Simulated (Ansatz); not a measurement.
```xyz
7
charge 0, multiplicity 1
C    -0.7776    0.4668   -0.3206
Al    0.9113   -0.3607    0.1564
I     0.9614   -2.1126    1.9151
H    -0.7276    1.5496   -0.1656
H    -1.5408    0.0079    0.3100
H    -0.9900    0.3114   -1.3836
H     2.2995    0.0023   -0.5053
```

Geometry: moved along internal coordinates away from the minimum.

Work out the structure from the coordinates.

It has 7 atoms: 1 carbon, 4 hydrogen, 1 aluminium and 1 iodine (CH4AlI). As SMILES it reads `[CH3][AlH][I]`. Coordination: 1 C tetrahedral; 1 Al trigonal planar.

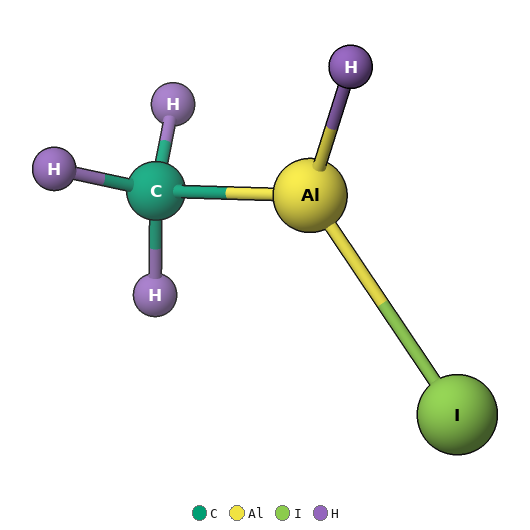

(Drawn from a calculation with Ansatz.)
